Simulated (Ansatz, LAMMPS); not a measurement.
# Ionic liquid BMIM+ FSI-, from a frame at 450 K (204 atoms): geometry optimisation, part 3 of 3

How does ionic liquid BMIM+ FSI-, from a frame at 450 K (204 atoms) relax, and what do bonds, charges and levels look like afterwards?

Ansatz 0.2.0; Kohn-Sham DFT, LDA, PAW (set soft_2), plane waves.

The cell: 48 C, 18 N, 90 H, 12 S, 24 O and 12 F. The network of contacts between molecules at the start is that of the classical potential that made the cell. The functional has no dispersion term. The density was typed from a rule of thumb and may lie off the real one at this temperature. Sampling is at Γ alone, for a cell whose shortest periodic width is 13 Å.

So far, density (g/cm³): step 5 (local order after relaxation) 1.35.

## 6. Single point at the relaxed geometry

The electronic structure is read at the final geometry, in a run of its own.

The input, input.yaml:

```yaml
crystal:
  lattice:
    - [13.29799, 0.0, 0.0]
    - [0.0, 13.29799, 0.0]
    - [0.0, 0.0, 13.29799]
  atoms:
    - { symbol: C, position: [0.55035, 0.18795, 0.98666] }
    - { symbol: C, position: [0.43781, 0.17473, 0.98254] }
    - { symbol: C, position: [0.40706, 0.06963, 0.01272] }
    - { symbol: C, position: [0.29603, 0.05664, 0.03009] }
    - { symbol: "N", position: [0.236, 0.08427, 0.94321] }
    - { symbol: C, position: [0.25304, 0.05702, 0.84565] }
    - { symbol: C, position: [0.17771, 0.09788, 0.78977] }
    - { symbol: "N", position: [0.11689, 0.14906, 0.85461] }
    - { symbol: C, position: [0.02538, 0.20065, 0.8289] }
    - { symbol: C, position: [0.153, 0.13981, 0.94735] }
    - { symbol: H, position: [0.57765, 0.17479, 0.06395] }
    - { symbol: H, position: [0.58922, 0.13378, 0.93709] }
    - { symbol: H, position: [0.57381, 0.26427, 0.96427] }
    - { symbol: H, position: [0.40974, 0.19189, 0.90597] }
    - { symbol: H, position: [0.40155, 0.22908, 0.03396] }
    - { symbol: H, position: [0.44391, 0.05035, 0.08465] }
    - { symbol: H, position: [0.43498, 0.01452, 0.95697] }
    - { symbol: H, position: [0.27772, 0.9782, 0.05023] }
    - { symbol: H, position: [0.27168, 0.10507, 0.09288] }
    - { symbol: H, position: [0.31835, 0.01308, 0.82313] }
    - { symbol: H, position: [0.16212, 0.09483, 0.70954] }
    - { symbol: H, position: [0.0374, 0.24614, 0.76091] }
    - { symbol: H, position: [0.96656, 0.14454, 0.81347] }
    - { symbol: H, position: [0.002, 0.24778, 0.89283] }
    - { symbol: H, position: [0.11999, 0.17144, 0.01622] }
    - { symbol: C, position: [0.35851, 0.8723, 0.23507] }
    - { symbol: C, position: [0.45017, 0.90868, 0.29103] }
    - { symbol: C, position: [0.53511, 0.83374, 0.28672] }
    - { symbol: C, position: [0.63172, 0.86947, 0.33435] }
    - { symbol: "N", position: [0.66724, 0.96064, 0.28651] }
    - { symbol: C, position: [0.70615, 0.96655, 0.19161] }
    - { symbol: C, position: [0.71937, 0.06598, 0.1715] }
    [... 166 atom lines left out ...]
    - { symbol: O, position: [0.7146, 0.62403, 0.34246] }
    - { symbol: F, position: [0.78449, 0.50599, 0.22746] }
    - { symbol: S, position: [0.6415, 0.65322, 0.10984] }
    - { symbol: O, position: [0.70688, 0.73236, 0.14337] }
    - { symbol: O, position: [0.55492, 0.67801, 0.05172] }
    - { symbol: F, position: [0.7114, 0.59141, 0.03351] }
kpoints:
  mp_grid: { grid: [1, 1, 1] }
hamiltonian:
  xc: lda
scf:
  occupations: { method: fermi_dirac, width: 0.025 }
output:
  forces: true
  stress: true
  populations: true
  dos:
    method: { smearing: { sigma: 0.08 } }
    de: 0.1
    projected: { site_lists: { C: [C], F: [F], H: [H], "N": ["N"], O: [O] } }
  eigenvalues: true
  write_density: true
  write_potential: true
  volumetric_format: npy
```

On the command line:

```
ansatz run input.yaml --threads 4 --pin off --max-ram 8192MiB --backend cpu --events-out ev --progress --plain --runs-dir out
```

Log:

```text
[...]
Crystal: 204 atoms, lattice volume = 2351.571 Å³
Basis set: ecut = 420 eV, 45961 PW (Γ)
Bands: 540, of which v1, the nominal top of the filled ones, is band 336 counted from 1 (335 counted from 0)
Symmetry: 1 space group operations
[...]
k-points: 1
[...]
SCF iter   1: F=—  HF=-53073.223326 eV  |F-HF|=—  |Δ(HF+E_count)|=         —  Δρ=1.11e-2  dr2=2.83e0  ethr=1.77e-3  ⟨swp⟩=7.0  Hψ=2624  notcnv=0  defer=69
[...]
SCF iter  11: F=-53072.188027 eV  HF=-53072.188027 eV  |F-HF|=1.04e-7  |Δ(HF+E_count)|=   3.75e-7  Δρ=1.37e-6  dr2=5.48e-8  ethr=1.49e-11  ⟨swp⟩=20.0  Hψ=4906  notcnv=0
SCF 1 converged in 11 iterations: F = -53072.188027 eV  dr2 = 5.48e-8
[...]
SCF converged after 11 iterations
Free energy (F): -53072.188027 eV
[...]
Internal energy: -53072.188027 eV  (E = F + TS)
E sigma→0 (E₀):  -53072.188027 eV
Fermi energy:    1.380291 eV
[...]
--- Forces (eV/Å), atoms counted from 1 ---
  atom   1  C     -0.00282972     0.00004035     0.00035899
  atom   2  C      0.00393398     0.00026705     0.00010460
  atom   3  C     -0.00065429     0.00799478    -0.00512795
  atom   4  C     -0.00614718    -0.00773422    -0.00125323
  atom   5  N     -0.00672304    -0.01388886     0.00841660
  atom   6  C      0.00226860     0.01893478    -0.00759872
  atom   7  C     -0.00390593    -0.00870296     0.01317168
  atom   8  N     -0.01049310     0.00069358    -0.00811713
  atom   9  C      0.00193270     0.00483613     0.00015741
  atom  10  C      0.01846114     0.00210135    -0.00237093
  atom  11  H     -0.00243884     0.00051769    -0.00648011
  atom  12  H     -0.00226839     0.00140823     0.00228180
  atom  13  H      0.00007969     0.00071636     0.00281282
  atom  14  H      0.00369615    -0.00237252     0.00749299
[...]
atom 203  O      0.00922350    -0.00020873     0.00237663
  atom 204  F     -0.01156692     0.01239736     0.01363093
  max |Σ_I F_I| component: 2.21e-4 eV/Å
--- Stress (GPa, compression-positive) ---
       -0.367316       0.047423      -0.062567
        0.047423      -0.468178       0.010630
       -0.062567       0.010630      -0.290989
  P = ⅓ Tr σ = -0.3755 GPa (-3.755 kbar)
--- Band table (eV) ---
[...]
--- Löwdin populations: 204 sites ---
  site symbol       q [e]
     0      C      4.4676
     1      C      4.2776
     2      C      4.2796
[...]
203      F      7.4100
  spilling = 0.016174 (of n_electrons = 672.000000)
```

Run time: 60 s. Hardware: 4 threads of Arm Neoverse V2, shared host; peak memory 3.3 GiB.

Read from the output:

| Item | Value |
| --- | --- |
| free energy | -53072.1880 eV |
| free energy per atom | -260.1578 eV/atom |
| SCF cycles | 11 |
| pressure | -0.3755 GPa |
| r.m.s. force component | 0.00757 eV/Å |
| longest force | 0.04682 eV/Å |
| Fermi energy | 1.38 eV |
| gap (highest filled to lowest empty level) | 4.55 eV |
| spilling of the projection | 0.01617 |

Löwdin charges by element and coordination (they lack the spilled electrons, 0.053 e an atom on average):

```
element  coordination  atoms  mean charge (e)  spread    least    most
      C           all     48           -0.216   0.164   -0.489  0.0709
      C             3     18          -0.0362  0.0634  -0.0966  0.0709
      C             4     30           -0.324  0.0983   -0.489  -0.192
      F           all     12           -0.401  0.0135   -0.429  -0.380
      H           all     90            0.207  0.0263    0.159   0.252
      N           all     18           -0.247   0.455   -0.906  0.0862
      N             2      6           -0.889  0.0107   -0.906  -0.875
      N             3     12           0.0749  0.0083   0.0582  0.0862
      O           all     24           -0.717  0.0115   -0.740  -0.697
      S           all     12             2.42  0.0084     2.41    2.44
```

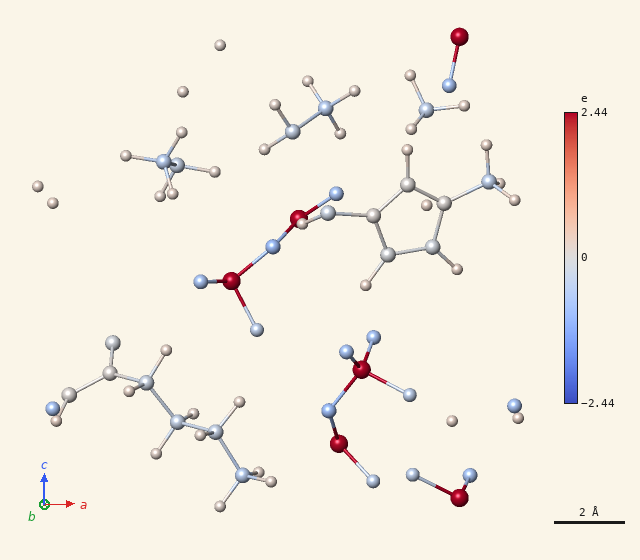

Atoms coloured by Löwdin charge. Drawn is a slice 4 Å thick, seen along the normal of the ac plane. Bonds to atoms that aren't drawn are left out.

States in the cell by windows of 1 eV, zero at the Fermi level; the larger projections on atomic orbitals stand beside the total:

```
from (eV)  to (eV)  total   C p   O p   H s  N p   F p  C s
      -18      -17    0.0   0.0   0.0   0.0  0.0   0.0  0.0
      -17      -16    9.3   1.0   0.0   1.4  1.9   0.0  4.7
      -16      -15   15.1   1.2   0.0   2.1  3.1   0.0  8.2
      -15      -14   13.2   1.0   0.1   2.0  3.3   0.2  5.4
      -14      -13   22.3   1.5   0.4   2.6  4.7   1.0  5.5
      -13      -12   12.4   3.4   0.0   1.8  3.5   0.0  3.2
      -12      -11   28.8   5.6   1.0   3.4  3.3   5.4  4.4
      -11      -10   27.6   5.9   1.1   3.8  2.5   5.6  3.8
      -10       -9   22.8   6.6   2.9   4.5  1.8   0.9  2.9
       -9       -8   48.7   8.2  12.5   2.4  6.9   6.7  0.5
       -8       -7   69.1  24.7   6.1  10.5  8.2  12.7  1.7
       -7       -6   70.6  21.4  11.7   7.9  4.7  20.8  0.5
       -6       -5   63.2  20.2  19.6   8.6  4.5   5.6  0.4
       -5       -4   58.0  17.7  23.0   7.3  5.0   2.4  0.3
       -4       -3   70.7  17.6  28.2  10.6  8.9   3.2  0.2
       -3       -2   32.1  13.1   8.0   1.6  7.9   0.6  0.0
       -2        2    0.0   0.0   0.0   0.0  0.0   0.0  0.0
        2        3   15.9   8.4   0.1   1.1  4.2   0.0  0.2
        3        4   33.8   7.6   2.9   3.5  1.5   1.7  1.3
        4        5   43.2   3.7   3.4   6.9  1.3   1.0  2.7
```

The curve was stored every 0.100 eV, coarse against its broadening of 0.08 eV, so these counts are rough.

Between -26 and -18 eV lie 84 more states.

About 24 of the 672 electrons lie in deeper levels, below the stored range.

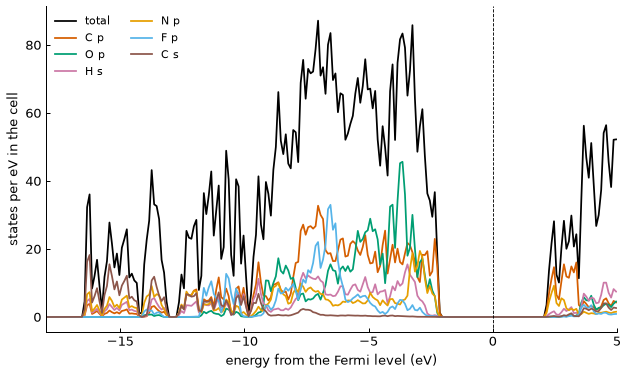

Total and projected density of states, with the broadening of the input.

Not all projections were asked for or kept, so they needn't add up to the total.

The levels nearest the highest filled one (over half full), pooled over k-points and spins:

```
level less the highest filled one (eV)  occupation
                                -0.255           2
                                -0.245           2
                                -0.126           2
                               -0.0916           2
                               -0.0168           2
                                     0           2
                                  4.55           0
                                  4.70           0
                                  4.71           0
                                  4.80           0
                                  5.00           0
                                  5.11           0
```

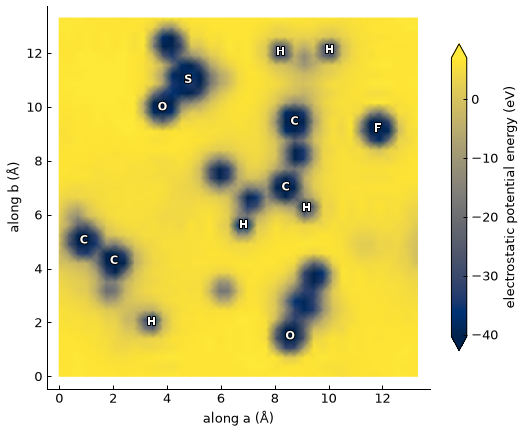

Electrostatic potential energy in the ab plane at fractional z = 0.320, with atoms of C and H and S and O and F within 0.2 Å of it. With pseudopotentials it is smooth inside the atoms' cores, unlike the true potential. The map starts off the cell's origin, so that atoms lie inside it.

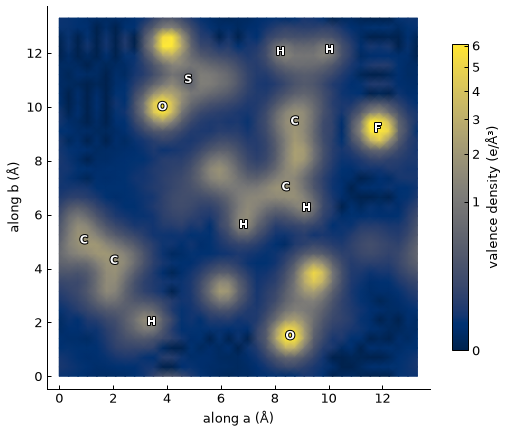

Valence density in the ab plane at fractional z = 0.320, with atoms of C and H and S and O and F within 0.2 Å of it. It is the smooth field of the valence electrons, not physical close to the nuclei. The map starts off the cell's origin, so that atoms lie inside it. The colour scale is stretched toward low values.

Mean Löwdin charges: C -0.22, F -0.40, H +0.21, N -0.25, O -0.72, S +2.42 e (they miss 1.6 % of the electrons, so they add up to more than the cell's charge).

A closer look about S174, one of the 12 S atoms: 10 atoms, nearest first, numbered in the order of the input, with positions taken from that point.

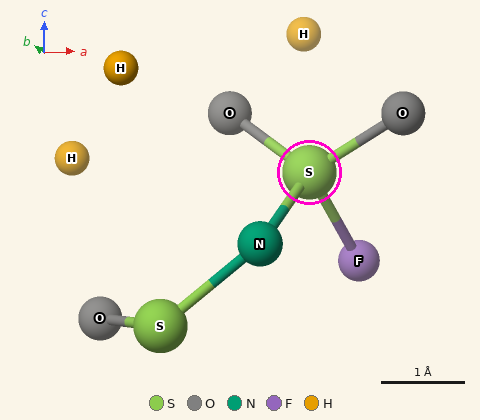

The atoms of the table, within 3.3 Å (arrows a, b, c point along x, y, z); some may hide others; the central atom is ringed.

```
atom      x      y      z  distance (Å)  bonds  Löwdin charge (e)
S174   0.00   0.00   0.00          0.00      4               2.43
O175   1.03  -0.62   0.77          1.43      1              -0.72
O176  -0.77   1.05   0.60          1.44      1              -0.73
N169  -0.83  -1.12  -0.70          1.56      2              -0.89
F177   0.75   0.73  -1.19          1.59      1              -0.40
S170  -2.00  -0.86  -1.71          2.77      4               2.42
H114  -2.48  -0.81   1.44          2.98      1               0.17
O171  -2.47   0.50  -1.78          3.09      1              -0.74
H125  -2.51   2.06  -0.03          3.25      1               0.25
H140   0.52   2.98   1.28          3.29      1               0.18
```

The column of bonds counts only the pairs H-C within 1.34 Å, C-C within 1.85 Å, C-N within 1.79 Å, O-S within 1.88 Å, N-S within 1.98 Å, F-S within 1.98 Å; other neighbours, such as metal atoms beside each other in a compound, aren't counted, and periodic images can show an atom twice.

## 7. Outcome

```
energy change in the relaxation                  : -89.28 meV/atom
r.m.s. displacement                              : 1.381 Å
largest displacement                             : 2.953 Å
free energy per atom                             : -260.1578 eV/atom
pressure                                         : -0.3755 GPa
r.m.s. force component                           : 0.00757 eV/Å
gap (highest filled to lowest empty level) : 4.55 eV
wall time of the 3 DFT runs                      : 32 min
```

**Reading.** Relaxation lowers the energy by 89.3 meV/atom and moves atoms by 1.4 Å r.m.s.; the r.m.s. force component goes from 1.3 to 0.0076 eV/Å, the pressure goes from -0.31 to -0.38 GPa, and the gap from 3.10 to 4.55 eV. By the final cutoffs no bond was broken or made. From the first step to the last the energy fell by 18.213 eV, and the largest move was 2.95 Å (N151). The O-S bonds change most in mean length: from 1.454 Å (spread 0.024) to 1.431 Å (spread 0.004). With the cutoffs above, 62 % of C atoms have 4, all F atoms have 1, all H atoms have 1 and 67 % of N atoms have 3 bonded neighbours. Between filled and empty levels lie 4.55 eV (at Γ alone); a local or semilocal functional tends to put such gaps too low. In a disordered cell it changes from sample to sample and from frame to frame.

**Limits.** The network of contacts between molecules at the start is that of the classical potential that made the cell; in DFT atoms moved by 1.4 Å r.m.s.

[Logs are printed without paths, hosts, clocks, repeated set-up lines and the standing remarks that a program may print on its own settings, such as how far it seeks lower states.]

[Hosts, paths, dates, database ids (printed as entryN), source tags and the programs' standing remarks are cut or masked in the printed files.]
